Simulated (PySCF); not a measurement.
Molecule: C₄H₁₀O₂Si, SMILES C=C[SiH](O)OCC, singlet. Atoms near the plane z = 0.0 Å, at the GFN2-xTB optimised geometry (x, y, z in Å): Si1 (-0.7, -1.1, 0.0), C3 (1.2, -1.1, 0.0), C4 (1.9, -2.2, -0.3), O5 (-1.0, 0.5, 0.0), C6 (-2.2, 1.1, -0.1), C7 (-2.0, 2.6, -0.4), H8 (-1.3, -1.8, 1.1), H10 (1.7, -0.2, 0.3), H11 (1.5, -3.1, -0.6), H12 (3.0, -2.2, -0.3), H13 (-2.7, 1.0, 0.9), H14 (-2.9, 0.6, -0.8), H15 (-3.0, 3.1, -0.5), H17 (-1.4, 3.1, 0.3).

Level of theory: B3LYP/def2-SVP in PySCF. Cells within 0.4 Å of a nucleus heavier than hydrogen are left out (blank, or x). The values are rescaled to run from 0 to 1.

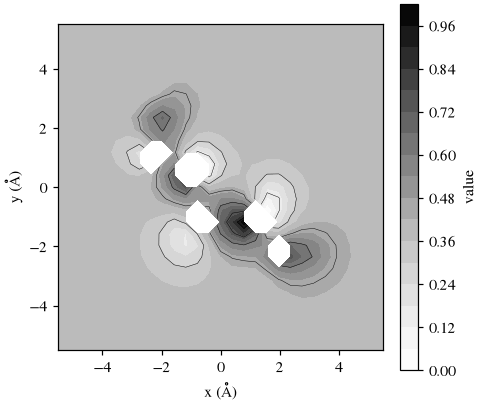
a field on the plane z = 0.0 Å.

Question: Which quantity is mapped?
A. deformation density (molecule minus spherical neutral atoms)
B. an orbital amplitude
C. electron localisation function
D. electrostatic potential

Answer: B, an orbital amplitude. In full: HOMO−1 amplitude (bohr^(-3/2)).
